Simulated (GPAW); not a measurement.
# KBr (Fm-3m): G0W0 with GPAW, start to end, part 2 of 2

Wanted: ground state, empty states, screening and self-energy for KBr (Fm-3m).

GPAW 26.7.0; PBE and many-body steps on it, plane waves. Known limits of the many-body steps: not at the basis limit; no spin-orbit coupling.

So far. Step 3 (Bands along the symmetry lines): The gap is 4.442 eV, as in the run before at this level. Step 4 (Empty states on the mesh, 4×4×4 mesh, 1078 bands): On this mesh the gap is 4.442 eV.

## (5) Screening and self-energy, 4×4×4 mesh, 496 bands, screening to 210 eV

G0W0 replaces the xc potential by the self-energy, built once from these orbitals. Only a window of levels is corrected, while the sums run over the empty bands that the input names.

This step: G0W0 on PBE, plane waves, PAW.

Contents of run.py:

```python
import json
import numpy as np
from gpaw.mpi import world
from gpaw.response.g0w0 import G0W0

gw = G0W0('full.gpw',
    filename='gw',
    kpts=[0],
    bands=(6, 10),
    ecut=210,
    nbands=496,
    integrate_gamma='WS',
    ppa=True)
gw.calculate()
res = {mode: {k: v for k, v in r.items() if k != 'sigma_eskwn'}
       for mode, r in gw.all_results.items()}

if world.rank == 0:
    with open('result.json', 'w') as f:
        json.dump(res, f, default=lambda x: x.tolist())
```

Run with:

```console
$ mpirun -n 8 gpaw python run.py
```

Numbers of over 12 decimals in the logs are rounded to 6 here.

Log:

```text
Using integrator: PointIntegrator
FrequencyGridDescriptor(from 0.000+0.000j to 0.000+27.211j eV, 2 points)
Nonperiodic BCs:  [False False False]
Using integrator: PointIntegrator
FrequencyGridDescriptor(from 0.000+0.000j to 0.000+27.211j eV, 2 points)
Nonperiodic BCs:  [False False False]
  ___  _ _ _
 |   || | | |
 | | || | | |
 |__ ||_____|
 |___|

BZ k-points: Symmetries present (total): 48

  [... matrices ...]
64 k-points: 4 x 4 x 4 Monkhorst-Pack grid + [1/8,1/8,1/8]
8 k-points in the irreducible part of the Brillouin zone
       k-points in crystal coordinates                weights
   0:     0.00000000    0.00000000    0.00000000          1/64
   1:     0.25000000    0.25000000    0.00000000          6/64
   2:     0.25000000    0.25000000    0.25000000          8/64
   3:     0.50000000    0.25000000   -0.25000000          6/64
   4:     0.50000000    0.25000000    0.25000000         12/64
   5:     0.50000000    0.50000000    0.00000000          3/64
   6:     0.50000000    0.50000000    0.25000000         24/64
   7:     0.50000000    0.50000000    0.50000000          4/64

Distributing spins, k-points and bands (1 x 1 x 4) over 8 processes
Number of blocks: 1

Quasi particle states:
k-points (IBZ indices): [0]
Band range: (6, 10)
  [... matrices ...]
Computational parameters:
Plane wave cut-off: 210 eV
Number of bands: 496
Coulomb cutoff: None
Broadening: 0.1 eV

fxc modes: GW
Kernel: RPA
Using Godby-Needs plasmon-pole approximation:
  Fitting energy: i*E0, E0 = 1.000 Hartree
Summing all q:

Calculating screened Coulomb potential
No Coulomb truncation
FrequencyGridDescriptor(from 0.000+0.000j to 0.000+27.211j eV, 2 points)
Removing empty qpoint cache files...

Calculating chi0 body with:
    Ground state adapter containing:
    Number of spins: 1
    Number of kpoints: 64
    Number of irreducible kpoints: 8
    Number of completely occupied states: 8
    Number of partially occupied states: 8
    Occupied states memory: 1.6875 M / cpu

    Linear response parametrization:
    q_c: [0.0, 0.0, 0.0]
    Number of frequency points: 2
    Planewave cutoff: 210.0
    Number of bands: 496
    Number of planewaves: 531
    Broadening (eta): 1e-06
    comm.size: 8
    kncomm.size: 8
    blockcomm.size: 1

    Memory estimate of potentially large arrays:
        chi0_wGG: 8.604767 M / cpu
Integrating chi0 body.

Symmetries of q_c:
    Direct symmetries (Uq -> q): 48
    Indirect symmetries (TUq -> q): 0
In total 48 allowed symmetries.

  [... matrices ...]
8 groups of equivalent kpoints. 87.5% reduction.

Integral kind: response function
Integrating chi0 head and wings.

Symmetries of q_c:
    Direct symmetries (Uq -> q): 48
    Indirect symmetries (TUq -> q): 0
In total 48 allowed symmetries.

  [... matrices ...]
8 groups of equivalent kpoints. 87.5% reduction.

Integral kind: response function wings

Calculating chi0 body with:
    Ground state adapter containing:
    Number of spins: 1
    Number of kpoints: 64
    Number of irreducible kpoints: 8
    Number of completely occupied states: 8
    Number of partially occupied states: 8
    Occupied states memory: 1.6875 M / cpu

    Linear response parametrization:
[... the further q-points ...]

Results:
f:      Occupation numbers
eps:     KS-eigenvalues [eV]
vxc:     KS vxc [eV]
exx:     Exact exchange [eV]
sigma:   Self-energies [eV]
dsigma:  Self-energy derivatives
Z:       Renormalization factors
qp:      QP-energies [eV]

k-point 0 (0): (0.000, 0.000, 0.000)                GW
band       f     eps     vxc     exx   sigma  dsigma       Z      qp
                                                                   GW
   6   1.000  -0.198 -15.562 -19.429   1.349  -0.215   0.823  -2.269
   7   1.000  -0.198 -15.562 -19.429   1.349  -0.215   0.823  -2.269
   8   0.000   4.244  -7.850  -4.294  -2.947  -0.147   0.872   4.775
   9   0.000   7.404  -8.823  -4.131  -3.155  -0.152   0.868   8.739
```

Elapsed: 8.6 min, on 8 MPI ranks of Arm Neoverse V1, shared host; peak memory 3.5 GiB.

This step gave:

```
G0W0 gap on the points computed              : 7.044 eV
least direct G0W0 gap on the computed points : 7.044 eV
Z at the valence top                         : 0.8231
Z at the conduction bottom                   : 0.8721
starting gap on the mesh                     : 4.442 eV
k of the valence top                         : 0, 0, 0
k of the conduction bottom                   : 0, 0, 0
```

The gap on the mesh goes from 4.44 eV to 7.04 eV, a correction of +2.60 eV.

Limits: finite bands, cutoff and mesh; no spin-orbit coupling. v1 is the top filled band, c1 the lowest empty one. The levels before and after the correction (eV, zero at the valence-band top of each column):

```
           conduction bottom  valence top
Kohn-Sham               4.44         0.00
     G0W0               7.04         0.00
```

```
             level  energy (eV)
Kohn-Sham  Γ v2-v1        0.000
Kohn-Sham     Γ c1        4.442
Kohn-Sham     Γ c2        7.602
     G0W0  Γ v2-v1        0.000
     G0W0     Γ c1        7.044
     G0W0     Γ c2       11.008
```

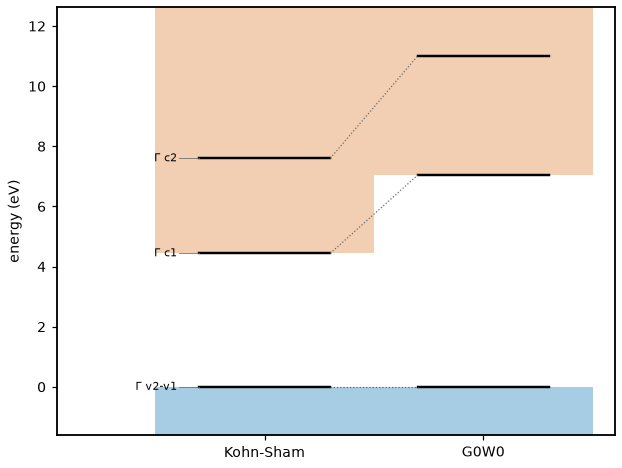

Levels before and after the correction. Shaded: valence and conduction bands.

## (6) Where the time went

Times are wall times on 8 MPI ranks of Arm Neoverse V1, shared host, good to a factor of about two.

```
                          step     time  share  memory (GiB)
                  ground state    8.8 s    2 %           1.2
bands along the symmetry lines     11 s    2 %           1.3
      empty states on the mesh     18 s    3 %           2.6
     screening and self-energy  8.6 min   93 %           3.5
```

## (7) Outcome

- PBE gap: 4.44 eV, direct
- G0W0 gap on the mesh: 7.04 eV
- GW settings: 4×4×4 mesh, 496 bands, screening to 210 eV, Godby-Needs plasmon pole
- known limits: not at the basis limit; no spin-orbit coupling

G0W0 moves the gap on the mesh from 4.44 eV to 7.04 eV (+2.60 eV), with Z of 0.82 and 0.87 at the edges. Only 1 of the mesh's irreducible points was corrected, so a valley elsewhere could overtake. The dearest step here is «screening and self-energy». Bands and cutoff are finite, so the gap is not at the basis limit. The miss can reach some tenths of an eV and take either sign; the mesh is an error of its own. These stock PAW sets were not made for GW; the filled d or f shell of Br lies in the frozen core, which bears on start and correction. In the G0W0 run levels were corrected at 1 k point alone, so a gap called «on the mesh» is the least over those, and an edge elsewhere would be missed. The many-body steps are scalar-relativistic: spin-orbit coupling is not in them.

[Paths, hosts, dates, memory and timing lines, banners, echoed tables and standing remarks are left out of the program output.]

[Logs are printed without paths, hosts, clocks, repeated set-up lines and the standing remarks that a program may print on its own settings, such as how far it seeks lower states.]

[Runs of the session that timed out or met a known fault of the program may be left out.]

[Hosts, paths, dates, database ids (printed as entryN), source tags and the programs' standing remarks are cut or masked in the printed files.]
